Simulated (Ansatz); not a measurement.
Te3 (charge −1, doublet)

The calculation's input:

```
crystal:
  periodic: [false, false, false]
  atoms:
    - {symbol: Te, position_ang: [-1.885757, -1.119350, -0.741982]}
    - {symbol: Te, position_ang: [0.304909, -0.571859, 0.724877]}
    - {symbol: Te, position_ang: [1.580858, 1.691209, 0.017116]}
basis:
  gaussian: {orbitals: def2-TZVPD, initial_orbitals: start.molden}
total_charge: -1
magnetization: {spin_polarized: true, initial_magnetization: 1}
hamiltonian: {xc: pbe0, dispersion: d4}
scf: {omitted_lower_state_checks: [starts]}
output: {orbitals: {seedname: orbitals}}
```

Run with:

```sh
ansatz run in.yaml --threads 4 --pin off --events-out ev --progress --plain --max-ram 3916MiB
```

Geometry: r2SCAN-D4/def2-SVPD; core potentials replace the inner electrons of Te.

Level of theory: UKS PBE0-D4/def2-TZVPD (Ansatz).

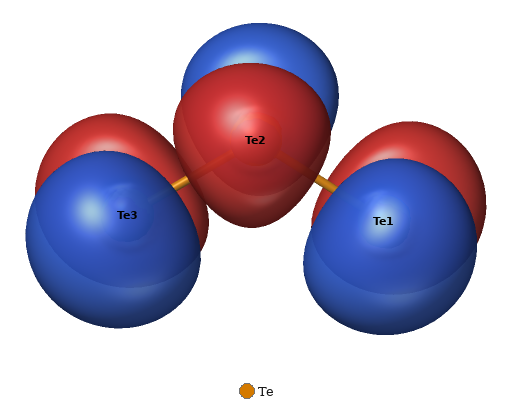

Figure 1. The HOMO (α) at ±0.05 Å⁻³ᐟ² (red and blue are the two phases), seen at a tilt.

Q: Where does this orbital lie, and at what energy?

A: Its weight (Hirshfeld) is mainly on Te1 (about 35 %), Te3 (about 35 %) and Te2 (about 30 %); it changes sign across the molecular plane (π type); π-antibonding (a node) across Te1–Te2 and Te2–Te3. Its energy is −1.43 eV.

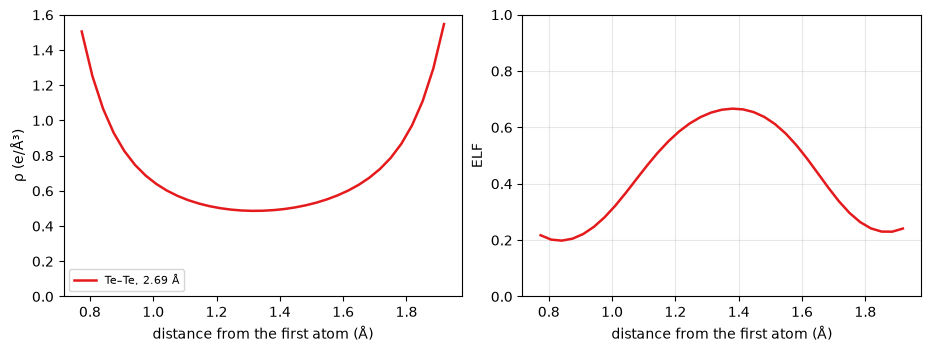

Figure 2. Electron density and ELF along straight lines between neighbouring atoms. The curves leave out the atomic cores.

Q: What can be read from the curves?

A: Te–Te (2.69 Å): ρ is about 0.49 e/Å³ halfway; the ELF peaks at about 0.65 between the atoms.

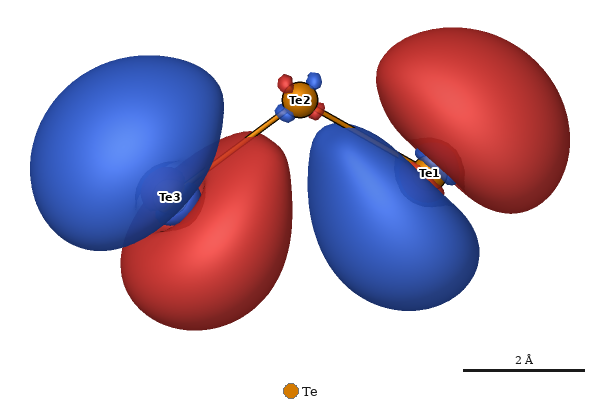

Figure 3. The HOMO−1 (α) at ±0.05 Å⁻³ᐟ² (red and blue are the two phases), seen at a tilt.

Q: Describe this orbital and give its energy.

A: It lies mainly on Te1 (about 45 %) and Te3 (about 45 %); it is symmetric in the molecular plane (an in-plane orbital: σ, lone-pair or in-plane π type). Its energy is −1.90 eV.
